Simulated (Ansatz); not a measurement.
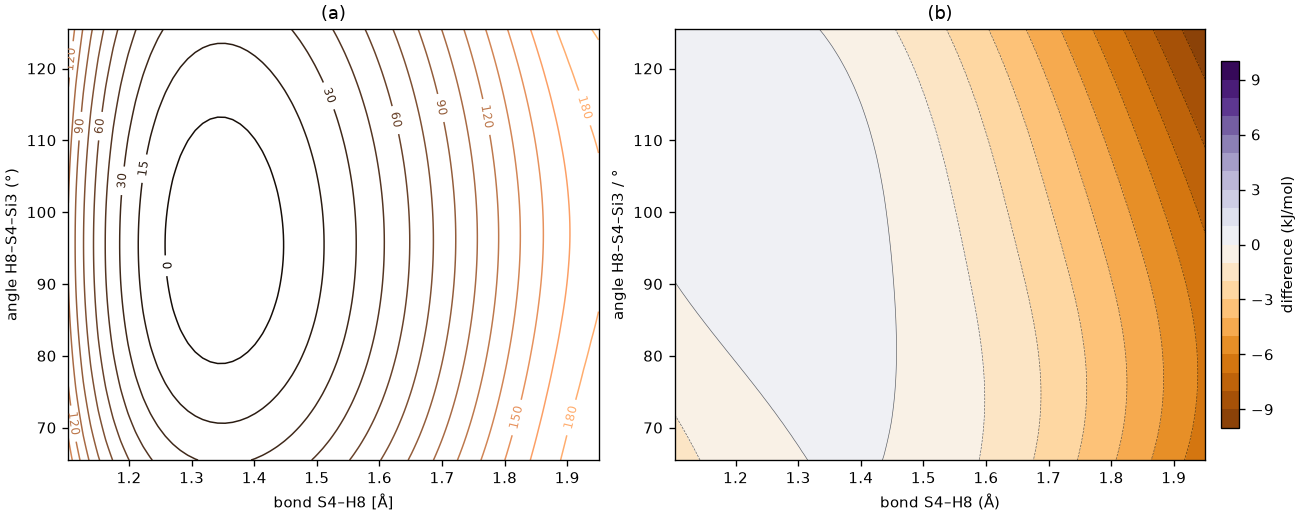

H4OSSi2, SMILES [SiH3]O[Si]S. Two internal coordinates are moved rigidly from the geometry relaxed at PBE0-D4/def2-TZVP, all others fixed. First axis: bond S4–H8. Second axis: angle H8–S4–Si3. The grid has 5 × 5 points. Points are written as (first, second). Energies are in kJ/mol, from each map's own lowest point. The calculation used RKS PBE0-D4/def2-TZVPP in Ansatz 0.2.0.

Panel (a): RKS PBE0-D4/def2-TZVPP (Ansatz). Panel (b): the map at RKS r2SCAN-D4/def2-TZVPP (Ansatz) less the map of (a), each from its own lowest point.

How does the change of method alter the landscape?

The difference runs from −10 kJ/mol at (1.950 Å, 125.5°) to 0.7 kJ/mol at (1.243 Å, 110.5°). The interpolated minimum moves from 1.3428 to 1.3439 Å in bond S4–H8 and 95.33 to 95.22° in angle H8–S4–Si3.
